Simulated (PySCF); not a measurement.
# C3H6OS: excited states, first hyperpolarisability

Wanted: excited states, first hyperpolarisability for C3H6OS (`CC(=O)CS`).

Computed with PySCF 2.14.0 and routines of our own; the level stands in each step. Atoms count from 0.

## (1) The starting structure

11 atoms, charge 0, multiplicity 1; geometry from: GFN2-xTB.

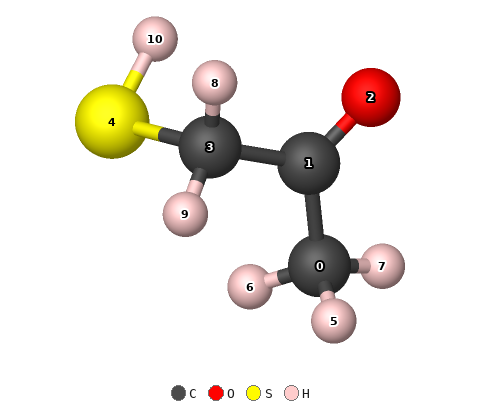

The starting geometry (carbon dark grey, oxygen red, sulfur yellow, hydrogen pink).

## (2) Geometry optimisation at PBE0-D3(BJ)/def2-TZVP

What the job is given:

```
{"job": {"xc": "PBE0", "basis": "def2-TZVP", "d3": "d3bj", "grid": 2, "kind": "geom"}, "charge": 0, "multiplicity": 1}
C      1.418912    -0.129232    -0.355357
C      0.230275    -0.459224     0.501451
O      0.303920    -0.821146     1.646921
C     -1.108817    -0.264660    -0.180025
S     -1.485211     1.527641    -0.177923
H      1.550475    -0.920721    -1.092061
H      1.252755     0.804719    -0.887175
H      2.315852    -0.061302     0.254053
H     -1.906249    -0.787520     0.346985
H     -1.082466    -0.553811    -1.228618
H     -1.484021     1.667927     1.145784
```

The run is started by

```console
> OMP_NUM_THREADS=1 python excited_run.py task.json out
```

One launch serves the whole session: the jobs run in the order shown.

Standard output:

```text
step   0  E = -591.07394821  max force = 0.007922
step   1  E = -591.07448965  max force = 0.002065
step   2  E = -591.07458076  max force = 0.000794
step   3  E = -591.07458558  max force = 0.001533
step   4  E = -591.07460918  max force = 0.000367
step   5  E = -591.07461812  max force = 0.000312
optimisation converged
```

Run time: 58 s. Hardware: 1 thread of Intel Xeon Platinum 8488C, shared host; peak memory 0.82 GiB.

The steps of the relaxation:

```
step  energy from step 0 (eV)  largest force component (eV/Å)
   0                   0.0000                          0.4074
   1                  -0.0147                          0.1062
   2                  -0.0172                          0.0408
   3                  -0.0173                          0.0788
   4                  -0.0180                          0.0189
   5                  -0.0182                          0.0160
```

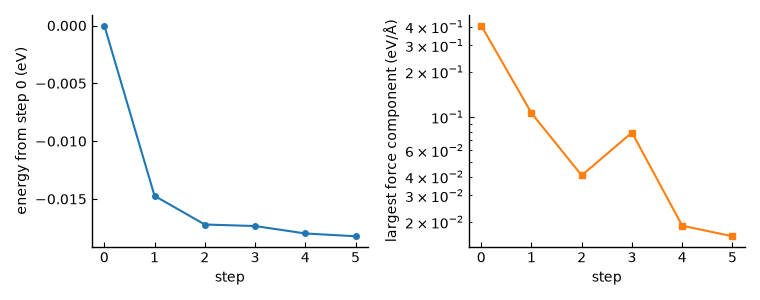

Energy and force, step by step.

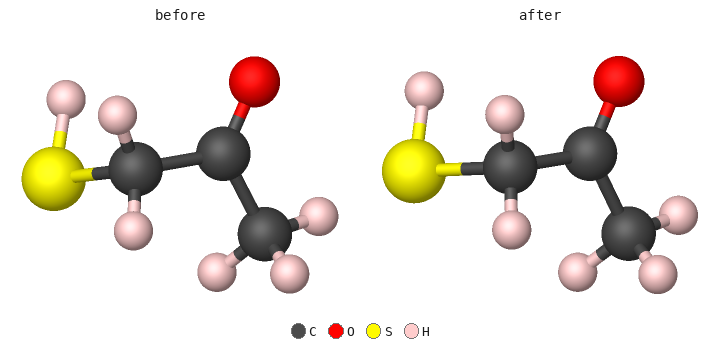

The geometry before (left) and after (right).

Distances of close pairs at the start and the end, largest changes first:

```
  bond  before (Å)  after (Å)  change (Å)
 C3–S4       1.831      1.814      -0.018
S4–H10       1.331      1.343      +0.012
 C0–H5       1.089      1.095      +0.005
 C0–H6       1.088      1.092      +0.005
 C3–H9       1.088      1.092      +0.004
 C1–O2       1.204      1.206      +0.002
 C1–C3       1.515      1.514      -0.001
 C0–H7       1.087      1.088      +0.001
```

The final coordinates are the input of the step that follows.

```
                         at the end point                value
  point group (found at 0.08 Å tolerance)                   C1
rotational constants (GHz, main isotopes)  7.120, 2.487, 2.166
                        dipole moment (D)                 2.06
```

## (3) Excited states: TDA CAM-B3LYP/def2-TZVPD

What the job is given:

```
{"job": {"kind": "states", "xc": "CAM-B3LYP", "basis": "def2-TZVPD", "tda": true, "soc": true, "nstates": 6, "ntriplets": 5, "nquad": 4}, "charge": 0, "multiplicity": 1}
C      1.457556     0.045600    -0.337581
C      0.281893    -0.356406     0.504472
O      0.370870    -0.615755     1.678435
C     -1.064518    -0.404424    -0.185335
S     -1.773336     1.264722    -0.224404
H      1.668429    -0.746505    -1.062934
H      1.226566     0.950936    -0.903486
H      2.332372     0.204309     0.289383
H     -1.728228    -1.091464     0.337322
H     -0.972987    -0.699854    -1.232218
H     -1.797976     1.432307     1.107974
```

Method: TDA CAM-B3LYP/def2-TZVPD excited states, vertical, gas phase, spin-orbit mean-field couplings.

Standard output:

```text
coarse grid: 9688 points
cycle   1  E = -591.2103739116  dE =  6.643e-01  |g| = 8.447e-01  |ddm| = 3.013e+00
cycle   2  E = -590.9529074033  dE =  2.575e-01  |g| = 1.496e+00  |ddm| = 1.487e+00
cycle   3  E = -591.3527240016  dE = -3.998e-01  |g| = 8.053e-02  |ddm| = 9.627e-01
cycle   4  E = -591.3540725918  dE = -1.349e-03  |g| = 4.271e-02  |ddm| = 1.845e-01
cycle   5  E = -591.3544903371  dE = -4.177e-04  |g| = 7.414e-03  |ddm| = 8.523e-02
cycle   6  E = -591.3545055159  dE = -1.518e-05  |g| = 2.332e-03  |ddm| = 1.745e-02
cycle   7  E = -591.3545071837  dE = -1.668e-06  |g| = 8.507e-04  |ddm| = 5.714e-03
final grid: 88816 points
cycle   8  E = -591.3502389813  dE = -2.846e-05  |g| = 3.487e-03  |ddm| = 1.273e-01
cycle   9  E = -591.3502381452  dE =  8.361e-07  |g| = 4.133e-03  |ddm| = 1.210e-02
cycle  10  E = -591.3502415377  dE = -3.393e-06  |g| = 8.873e-04  |ddm| = 4.027e-03
cycle  11  E = -591.3502416628  dE = -1.251e-07  |g| = 1.933e-04  |ddm| = 7.059e-04
cycle  12  E = -591.3502416708  dE = -8.079e-09  |g| = 4.954e-05  |ddm| = 4.258e-04
cycle  13  E = -591.3502416715  dE = -6.403e-10  |g| = 1.360e-05  |ddm| = 8.363e-05
converged SCF energy = -591.3502416715

Singlet excitations
state   eV       nm        f     d(h-e)  d(exc)  Lambda  PR(NTO)  |dmu|/D   mu/D   main configurations
  1   4.3692   283.8   0.00445   0.426   2.288   0.516   1.032    0.899    1.454   H->L 0.58, H-1->L 0.29
  2   5.3284   232.7   0.00286   0.464   2.587   0.464   1.219    1.294    2.554   H-1->L 0.37, H->L 0.21, H->L+1 0.20
  3   5.9289   209.1   0.02502   0.445   3.197   0.415   1.214    0.810    2.496   H->L+1 0.47, H-1->L 0.19, H->L 0.13
  4   6.5282   189.9   0.01437   0.253   3.647   0.335   1.198    1.998    3.574   H->L+2 0.76
  5   6.8049   182.2   0.03392   0.681   3.563   0.337   1.757                     H-1->L+1 0.43, H->L+1 0.15, H->L+3 0.08
  6   7.0744   175.3   0.02156   1.007   3.928   0.305   1.267                     H->L+3 0.47, H->L+4 0.26, H-1->L+1 0.12

Triplet excitations (Tamm-Dancoff)
state   eV     d(h-e)  d(exc)  Lambda  PR(NTO)   main configurations
  1   3.7871   0.444   2.235   0.513   1.033   H->L 0.55, H-1->L 0.31
  2   4.8271   0.399   2.467   0.463   1.193   H-1->L 0.34, H->L 0.23, H->L+1 0.16
  3   5.5583   0.342   2.874   0.403   1.129   H->L+1 0.32, H-1->L 0.12, H->L+5 0.12
  4   5.9228   0.397   2.176   0.608   1.170   H-2->L 0.48, H-3->L 0.25
  5   6.2637   0.750   3.387   0.368   1.374   H->L+2 0.44, H->L+1 0.19, H-1->L 0.09
S1 - T1 = 0.5821 eV

Spin-orbit couplings |<S|Hso|T>| (cm-1)
             T1       T2       T3       T4       T5
S0       90.429  140.544  103.027   36.993   49.825
S1        1.258   12.046   22.389   27.855   15.813
S2       16.394    5.919   36.967   55.139   31.158
S3       21.552   29.211    4.460   31.596    3.400
S4       13.680   22.631    7.352   12.231    3.057
S5        2.715   17.175   18.139    9.677   12.661
S6       14.510   23.792   12.159    5.219    6.878
T1 sublevels (cm-1): 0.000 0.008 0.334   radiative rates (1/s): 3.2 13.8 112
```

Wall time 31 s (1 thread of Intel Xeon Platinum 8488C, shared host); peak memory 0.88 GiB.

In short:

```
  quantity    value
S1 less T1  0.58 eV
```

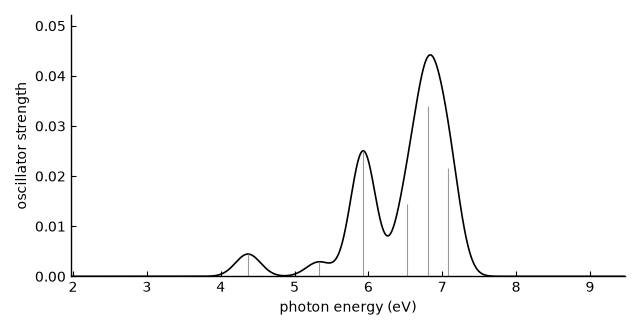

Absorption lines of the singlets. Lines are broadened to a width of 0.40 eV (Gaussian).

## (4) Excited states: TDDFT CAM-B3LYP/def2-TZVPD

The job, as its differences from that of step 3:

```diff
@@ -1,2 +1,2 @@
-{"job": {"kind": "states", "xc": "CAM-B3LYP", "basis": "def2-TZVPD", "tda": true, "soc": true, "nstates": 6, "ntriplets": 5, "nquad": 4}, "charge": 0, "multiplicity": 1}
+{"job": {"kind": "states", "xc": "CAM-B3LYP", "basis": "def2-TZVPD", "tpa": true, "nstates": 8, "nquad": 6, "ntriplets": 0}, "charge": 0, "multiplicity": 1}
 C      1.457556     0.045600    -0.337581
```

Level: TDDFT CAM-B3LYP/def2-TZVPD excited states, vertical, gas phase, two-photon moments by quadratic response.

Standard output:

```text
coarse grid: 9688 points
cycle   1  E = -591.2103739116  dE =  6.643e-01  |g| = 8.447e-01  |ddm| = 3.013e+00
cycle   2  E = -590.9529074033  dE =  2.575e-01  |g| = 1.496e+00  |ddm| = 1.487e+00
cycle   3  E = -591.3527240016  dE = -3.998e-01  |g| = 8.053e-02  |ddm| = 9.627e-01
cycle   4  E = -591.3540725918  dE = -1.349e-03  |g| = 4.271e-02  |ddm| = 1.845e-01
cycle   5  E = -591.3544903371  dE = -4.177e-04  |g| = 7.414e-03  |ddm| = 8.523e-02
cycle   6  E = -591.3545055159  dE = -1.518e-05  |g| = 2.332e-03  |ddm| = 1.745e-02
cycle   7  E = -591.3545071837  dE = -1.668e-06  |g| = 8.507e-04  |ddm| = 5.714e-03
final grid: 88816 points
cycle   8  E = -591.3502389813  dE = -2.846e-05  |g| = 3.487e-03  |ddm| = 1.273e-01
cycle   9  E = -591.3502381452  dE =  8.361e-07  |g| = 4.133e-03  |ddm| = 1.210e-02
cycle  10  E = -591.3502415377  dE = -3.393e-06  |g| = 8.873e-04  |ddm| = 4.027e-03
cycle  11  E = -591.3502416628  dE = -1.251e-07  |g| = 1.933e-04  |ddm| = 7.059e-04
cycle  12  E = -591.3502416708  dE = -8.079e-09  |g| = 4.954e-05  |ddm| = 4.258e-04
cycle  13  E = -591.3502416715  dE = -6.403e-10  |g| = 1.360e-05  |ddm| = 8.363e-05
converged SCF energy = -591.3502416715

Singlet excitations
state   eV       nm        f     d(h-e)  d(exc)  Lambda  PR(NTO)  |dmu|/D   mu/D   delta(TPA)   sigma/GM   main configurations
  1   4.3356   286.0   0.00385   0.421   2.292   0.516   1.036    0.906    1.446        0.69      0.005   H->L 0.58, H-1->L 0.29
  2   5.3037   233.8   0.00270   0.473   2.598   0.465   1.218    1.307    2.562        5.26      0.054   H-1->L 0.37, H->L 0.22, H->L+1 0.19
  3   5.9115   209.7   0.02331   0.421   3.194   0.413   1.209    0.728    2.526       16.43      0.210   H->L+1 0.47, H-1->L 0.18, H->L 0.13
  4   6.5104   190.4   0.01346   0.183   3.642   0.336   1.213    1.637    3.293      105.80      1.643   H->L+2 0.75
  5   6.7973   182.4   0.03153   0.667   3.568   0.337   1.762    1.998    1.730       35.62      0.603   H-1->L+1 0.42, H->L+1 0.15, H->L+3 0.08
  6   7.0689   175.4   0.01938   1.007   3.932   0.305   1.269    4.441    2.867       39.09      0.716   H->L+3 0.48, H->L+4 0.25, H-1->L+1 0.12
  7   7.3774   168.1   0.03885   1.048   3.924   0.351   1.179                                            H->L+5 0.40, H->L+3 0.27, H->L+4 0.09
  8   7.4551   166.3   0.01401   0.406   4.058   0.320   2.077                                            H->L+4 0.36, H-1->L+1 0.19, H->L+5 0.15
```

It took 37 s on 1 thread of Intel Xeon Platinum 8488C, shared host; peak memory 0.88 GiB.

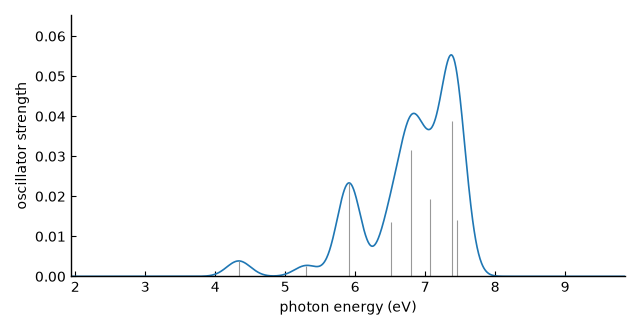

Absorption lines of the singlets. Lines are broadened to a width of 0.40 eV (Gaussian).

## (5) First hyperpolarisability: quadratic response CAM-B3LYP/def2-TZVPD

The job, as its differences from that of step 4:

```diff
@@ -1,2 +1,2 @@
-{"job": {"kind": "states", "xc": "CAM-B3LYP", "basis": "def2-TZVPD", "tpa": true, "nstates": 8, "nquad": 6, "ntriplets": 0}, "charge": 0, "multiplicity": 1}
+{"job": {"kind": "beta", "xc": "CAM-B3LYP", "basis": "def2-TZVPD"}, "charge": 0, "multiplicity": 1}
 C      1.457556     0.045600    -0.337581
```

With the program's defaults for keys left out, this is: quadratic response CAM-B3LYP/def2-TZVPD first hyperpolarisability, Taylor convention, gas phase.

Standard output:

```text
coarse grid: 9688 points
cycle   1  E = -591.2103739116  dE =  6.643e-01  |g| = 8.447e-01  |ddm| = 3.013e+00
cycle   2  E = -590.9529074033  dE =  2.575e-01  |g| = 1.496e+00  |ddm| = 1.487e+00
cycle   3  E = -591.3527240016  dE = -3.998e-01  |g| = 8.053e-02  |ddm| = 9.627e-01
cycle   4  E = -591.3540725918  dE = -1.349e-03  |g| = 4.271e-02  |ddm| = 1.845e-01
cycle   5  E = -591.3544903371  dE = -4.177e-04  |g| = 7.414e-03  |ddm| = 8.523e-02
cycle   6  E = -591.3545055159  dE = -1.518e-05  |g| = 2.332e-03  |ddm| = 1.745e-02
cycle   7  E = -591.3545071837  dE = -1.668e-06  |g| = 8.507e-04  |ddm| = 5.714e-03
final grid: 88816 points
cycle   8  E = -591.3502389813  dE = -2.846e-05  |g| = 3.487e-03  |ddm| = 1.273e-01
cycle   9  E = -591.3502381452  dE =  8.361e-07  |g| = 4.133e-03  |ddm| = 1.210e-02
cycle  10  E = -591.3502415377  dE = -3.393e-06  |g| = 8.873e-04  |ddm| = 4.027e-03
cycle  11  E = -591.3502416628  dE = -1.251e-07  |g| = 1.933e-04  |ddm| = 7.059e-04
cycle  12  E = -591.3502416708  dE = -8.079e-09  |g| = 4.954e-05  |ddm| = 4.258e-04
cycle  13  E = -591.3502416715  dE = -6.403e-10  |g| = 1.360e-05  |ddm| = 8.363e-05
converged SCF energy = -591.3502416715

Lowest singlets (eV, f): 4.3356 0.0039  5.3037 0.0027  5.9115 0.0233

First hyperpolarisability (au)
process     nm      |vector|   parallel      HRS      DR
static         -       91.02     -22.81      35.47   6.315
shg       1907.0       92.88     -22.97      36.37   6.176
eope      1907.0       91.64     -22.87          -       -
shg       1064.0       96.82     -23.18      38.44    5.79
eope      1064.0       93.02     -22.98          -       -
```

Run time: 28 s. Hardware: 1 thread of Intel Xeon Platinum 8488C, shared host; peak memory 0.87 GiB.

## (6) Outcome

| quantity | value |
| --- | --- |
| point group | C1 |
| rotational constants (main isotopes) | 7.12, 2.49, 2.17 GHz |
| S1 less T1 (step 3, TDA CAM-B3LYP/def2-TZVPD) | 0.58 eV |
| β vector (step 5, quadratic response CAM-B3LYP/def2-TZVPD) | static 91, SHG 1907.0 nm 93, SHG 1064.0 nm 97 au |

The optimisation took 5 steps and gained 0.018 eV; among the close pairs (by a distance rule), C3–S4 changed most, from 1.831 to 1.814 Å. In step 3, the number of triplets below S1 is 1, and the largest singlet-triplet spin-orbit coupling is S0–T2, 140.54 cm⁻¹. β grows from 91 au (static) to 97 au for doubling at 1064.0 nm: normal dispersion, which grows as twice the photon energy moves toward the bright states.
